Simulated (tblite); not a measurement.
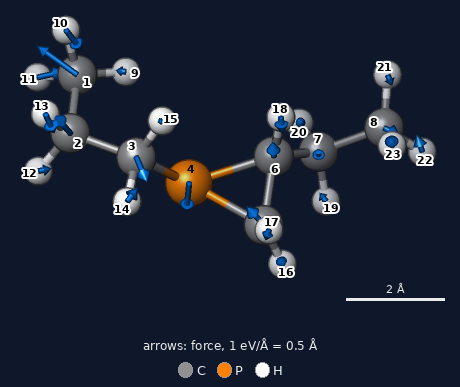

Starting geometry of C₇H₁₅P with the computed forces as blue arrows. The picture is a ball-and-stick view, seen at a tilt.

Level of theory: GFN2-xTB geometry optimisation, gas phase (tblite). 

**What follows when this structure is relaxed?**

It isn't relaxed: the largest force vector, on a C atom, is 2.08 eV/Å. The final displacements have little in common with the starting forces (cosine between the two patterns 0.21). The atom that moves furthest after the best rigid fit is an H atom (1.27 Å). By element the largest moves are H 1.27 Å, P 0.52 Å, C 0.46 Å. Among the contacts that change: C–H 1.143 → 1.094 Å, C–P 1.885 → 1.844 Å, C–H 1.107 → 1.087 Å, C–P 1.838 → 1.853 Å. Among the angles between lasting bonds that change: C–P–C 113.1° → 100.0°, C–P–C 109.7° → 98.9°, C–C–H 113.0° → 118.7°. Groups turn about C–C by about 45°, C–P by about 30°, C–C by about 30°. Over 158 geometry steps the energy falls by 85.5 kJ/mol. The run took 1.4 s on 1 thread of Arm Neoverse V1 (shared host).
